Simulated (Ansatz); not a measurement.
FH$_{2}$OPSi

Input file:

```
crystal:
  periodic: [false, false, false]
  atoms:
    - {symbol: F, position_ang: [-2.030271, -0.732542, 0.058063]}
    - {symbol: Si, position_ang: [-1.539371, 0.208812, -1.161098]}
    - {symbol: O, position_ang: [-0.051042, 0.660816, -0.657271]}
    - {symbol: P, position_ang: [0.954839, 0.529278, 0.656882]}
    - {symbol: H, position_ang: [2.099492, 0.050620, -0.040442]}
    - {symbol: H, position_ang: [0.608554, -0.780984, 1.097764]}
basis:
  gaussian: {orbitals: def2-TZVPP}
hamiltonian: {xc: pbe0, dispersion: d4}
output: {orbitals: {seedname: orbitals}}
```

Run with:

```sh
ansatz run in.yaml --threads 2 --pin off --events-out ev --progress --plain --max-ram 4352MiB
```

Geometry: PBE0-D4/def2-TZVP.

Theory: Ansatz, RKS PBE0-D4/def2-TZVPP.

Question: Predict the electron density and electron localisation function between the atoms.

Answer: Si–F (1.62 Å): ρ is about 1.1 e/Å³ halfway; the ELF peaks at about 0.85 in the valence shell of F, 0.5 Å from its nucleus, and is about 0.50 at the midpoint.
Si–O (1.64 Å): the density is about 1.1 e/Å³ at the midpoint; the ELF peaks at about 0.85 between the atoms: a polar covalent bond.
P–O (1.66 Å): the density is about 1.3 e/Å³ at the midpoint; the ELF peaks at about 0.85 between the atoms, as expected for a polar covalent bond.

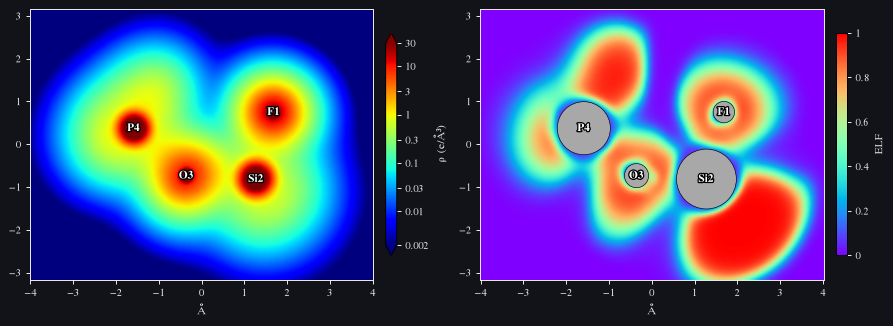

Computed electron density and electron localisation function on the plane of atoms F1, Si2 and O3, in this order. Grey discs cover the atomic cores in the ELF map. 
